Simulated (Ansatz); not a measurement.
```xyz
12

C    -0.5347   -0.3018    0.2958
C    -0.9389   -0.1334    1.5955
C     0.4434    1.7658    0.8578
C     1.2569    2.7673    0.2491
C     1.4901    2.3208   -1.0242
C     0.2588    0.7991   -0.1116
I    -1.0059   -1.9236   -0.9120
I     1.9469    4.5258    1.0943
O     0.8874    1.1257   -1.2519
S    -0.3636    1.3419    2.3142
H    -1.5567   -0.8081    2.1858
H     2.0539    2.7451   -1.8500
```

Geometry: PBE0-D3(BJ)/def2-SVP; core potentials replace the inner electrons of I.

Computed with isolated molecule in a Gaussian basis; Kohn-Sham density functional theory, functional PBE0 in Ansatz 0.2.0.

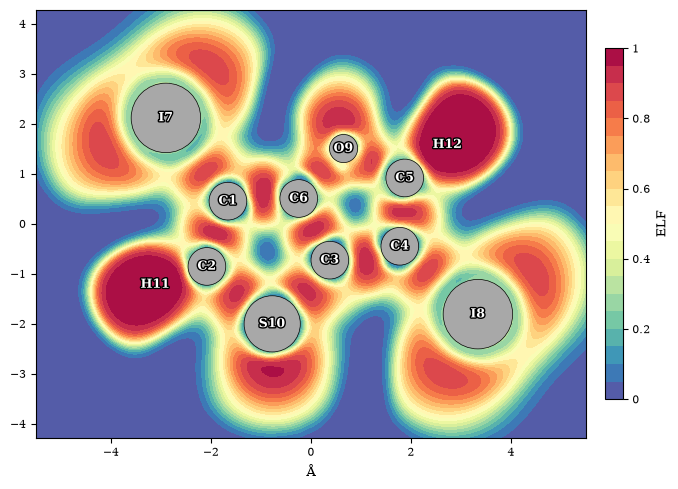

C₆H₂I₂OS (SMILES Ic1csc2c(I)coc12). ELF on the molecular plane. Grey discs cover the atomic cores.

> Interpret the plot.

- The plane passes through C, I, O, S and H nuclei.
- C–O (1.34 Å): the ELF peaks at about 0.90 between the atoms, as expected for a shared but strongly polarised pair.
- C–C (1.37 Å): the ELF peaks at about 0.95 between the atoms; localised, covalent bonding.
- C–S (1.72 Å): the ELF peaks at about 0.90 between the atoms, as expected for localised, covalent bonding.
- C–I (2.07 Å): the ELF peaks at about 0.90 between the atoms, as expected for a shared electron pair.
- C–H (1.09 Å): the ELF climbs to about 1 towards the hydrogen, as it does in any bond to H (an ordinary covalent bond to hydrogen).
- The ELF also peaks beside I8, S10, I7 and O9, away from the bonds: lone-pair regions.
